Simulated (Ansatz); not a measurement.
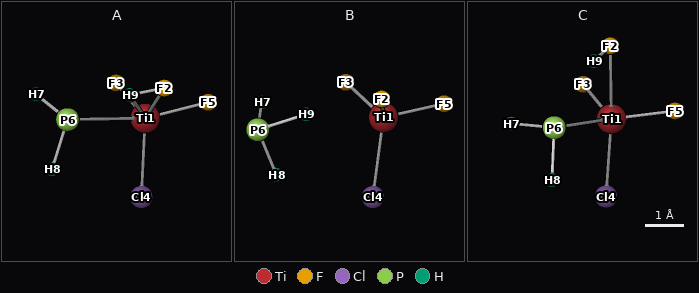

3 geometries from a converged minimum-energy path of TiPH₃ClF₃, made up at the start of TiClF$_{3}$ and PH$_{3}$, shuffled. A ball-and-stick model, seen at a tilt.

Method: Ansatz 0.2.0, RKS PBE/def2-SVP. Set-up: 5 movable images; climbing image; force threshold 0.05 eV/Å; iteration limit 60; starting path through a guess of the saddle point.

> Which frame is the transition state?

A. In order along the path, whose images run from 0 to 6: B (image 1, +10.9 kJ/mol), A (image 3, +163.3 kJ/mol), C (image 5, +139.4 kJ/mol). Breaking: P6–H9 (1.44 → 1.90 at the top → 2.10 Å). Forming: F2–H9 (2.74 → 1.01 at the top → 0.97 Å), Ti1–P6 (4.22 → 2.68 at the top → 2.55 Å).

Limits of the set-up: the start holds two separate molecules, 2.7 Å apart at their closest, whose relative position is a soft coordinate and is computed without a dispersion correction.

The run took 100 s on 4 threads of Intel(R) Xeon(R) Platinum 8488C (Sapphire Rapids) (shared host), peak memory 0.24 GiB.
